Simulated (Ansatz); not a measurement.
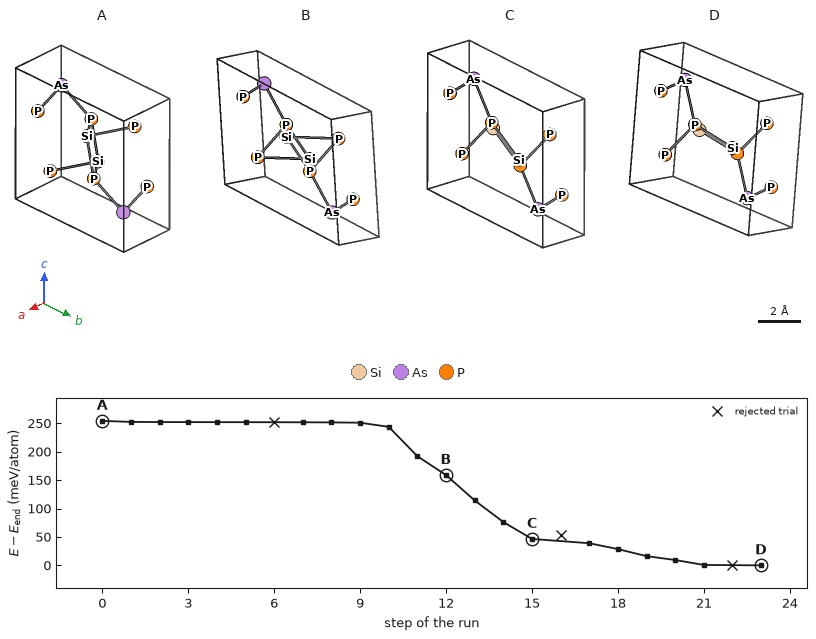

Frames of a relaxation of a crystal of SiAsP$_{3}$ (built on the CoNiO3-2 type type), marked on the history of the run. The picture is a ball-and-stick view of the cell of the calculation, reduced to other axes, seen slightly off an axis. Lengths and directions refer to the drawn axes.

Method: Ansatz, DFT, r2SCAN+rVV10, plane waves, PAW.

Input file:
```yaml
crystal:
  lattice:
    - [6.0054302774, -0.0248169639, -0.0333441413]
    - [-2.9592873092, 5.3390551463, -0.0255913311]
    - [-2.9840798762, -1.7674403822, 5.5110402624]
  atoms:
    - { symbol: Si, position: [0.6963595098, 0.8447352256, 0.5451886093] }
    - { symbol: Si, position: [0.3036424009, 0.1552671674, 0.4548114596] }
    - { symbol: As, position: [0.7203565144, 0.357013216, 0.0843103651] }
    - { symbol: As, position: [0.2796419305, 0.6429833887, 0.9156903279] }
    - { symbol: P, position: [0.8111090935, 0.770078495, 0.2593565666] }
    - { symbol: P, position: [0.5039091187, 0.9598255062, 0.7365022508] }
    - { symbol: P, position: [0.7770069407, 0.551271176, 0.7427640327] }
    - { symbol: P, position: [0.222992329, 0.4487298968, 0.2572365118] }
    - { symbol: P, position: [0.4960891646, 0.0401737037, 0.2634974435] }
    - { symbol: P, position: [0.1888909979, 0.2299212246, 0.7406434326] }
kpoints:
  mp_grid: { grid: [6, 4, 4] }
hamiltonian:
  xc: r2scan
  dispersion: rvv10
scf:
  occupations: { method: fermi_dirac, width: 0.03 }
relax:
  f_tol: 0.01
  cell: {}
  max_steps: 120
```

Command:
```bash
ansatz run input.yaml --threads 4 --pin off --max-ram 4608MiB --backend cpu --events-out ev --progress --plain --runs-dir out
```

Describe the path.

Answer. The run was cut off at its time limit before the relaxation converged, so the last structure is only a point on the way. After 20 accepted moves (23 points after the start) the energy has fallen by 254 meV per atom. The largest force component goes from 0.16 to 0.2 eV/Å. The pressure goes from 0.66 to −0.31 GPa. The line search rejected the trial steps at points 6, 16, 22 of the run. The largest moves relative to the cell, 1.38 Å, are those of P5 and P10. P5 goes roughly along [0 1 1]. Largest moves by element: P 1.38 Å, As 0.56 Å, Si 0.38 Å. Cell: a 6.006 → 5.758 Å (−4.1 %), b 6.104 → 6.515 Å (+6.7 %), c 6.505 → 6.934 Å (+6.6 %), α 118.0° → 112.1°, β 90.2° → 77.4°, γ 119.2° → 122.4°. Volume +16.0 %. Near-neighbour distances that change, for instance: As3–P10 2.591 → 4.251 Å, P5–P6 3.395 → 2.154 Å, As3–P7 2.621 → 3.677 Å, As3–P6 2.587 → 3.626 Å. New bonds form, among them: P5–P6 (3.39 → 2.15 Å), P9–P10 (3.39 → 2.15 Å). Bonds break, among them: As3–P10 (2.59 → 4.25 Å), As3–P6 (2.59 → 3.63 Å), As3–P7 (2.62 → 3.68 Å), As4–P5 (2.59 → 4.25 Å). Bond angles that change, for instance: P8–Si1–P10 163.7° → 114.6°, P7–Si1–P10 102.3° → 140.2°, Si1–P7–Si2 97.6° → 77.2°. The space group stays P-1 (No. 2). Cost: 7.6 min on 4 threads of Arm Neoverse V1 (shared host), peak memory 1.4 GiB. From step 0 to 12: P atoms move most (0.52 Å), volume +0.5 %, energy −95.4 meV per atom. From step 12 to 15: P atoms move most (0.29 Å), volume +6.9 %, energy −112 meV per atom. From step 15 to 23: P atoms move most (0.50 Å), volume +8.0 %, energy −46.5 meV per atom.
